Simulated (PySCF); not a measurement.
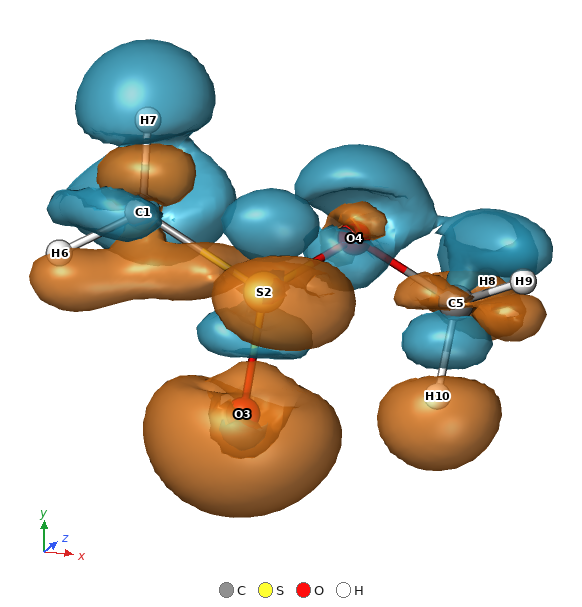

Figure. C$_{2}$H$_{5}$O$_{2}$S, doublet, SMILES `[CH2]S(=O)OC`. Change of the electron density in a uniform field of 0.21 V/Å, surfaces at ±0.0015 e/Å³ (light blue: gain, orange: loss).

PySCF calculation, BLYP/6-311G**, gas phase; geometry: GFN2-xTB. No frequency check shows the geometry to be a minimum. A basis without diffuse functions makes polarisabilities too small. The stability of the open-shell solution wasn't checked. GFN2-xTB bond lengths at metals and heavier atoms can be off by up to 0.1 Å and shapes distorted, which carries into these values. GFN2-xTB doesn't know the spin state, so this open-shell geometry is rough.

Cartesian coordinates (Å):

```
C1      -1.7213    0.8528   -0.2924
S2      -0.4885   -0.1451    0.3923
O3      -0.4804   -1.4305   -0.2814
O4       0.8430    0.7595   -0.1342
C5       2.0785    0.0966   -0.0783
H6      -2.6155    0.3635   -0.6344
H7      -1.8265    1.8317    0.1384
H8       2.7409    0.6017   -0.7812
H9       2.5082    0.1442    0.9271
H10      1.9650   -0.9494   -0.3790
```

The field was applied in both directions; the picture shows the one opposite to the script's first.

Question: Along which Cartesian direction does the field point?

Answer: Along −y: electrons gather on the +y side, against the field.

Question: How large is the response?

Answer: The induced dipole is 0.52 D (along the field); α along this axis, from the fields in both directions, is 50 bohr³ (7.4 Å³).

Cost of the run: 2.6 min on 1 thread of Intel(R) Xeon(R) Processor @ 2.50GHz (Skylake/Cascade Lake), with other jobs on the host, peak memory 0.51 GiB.
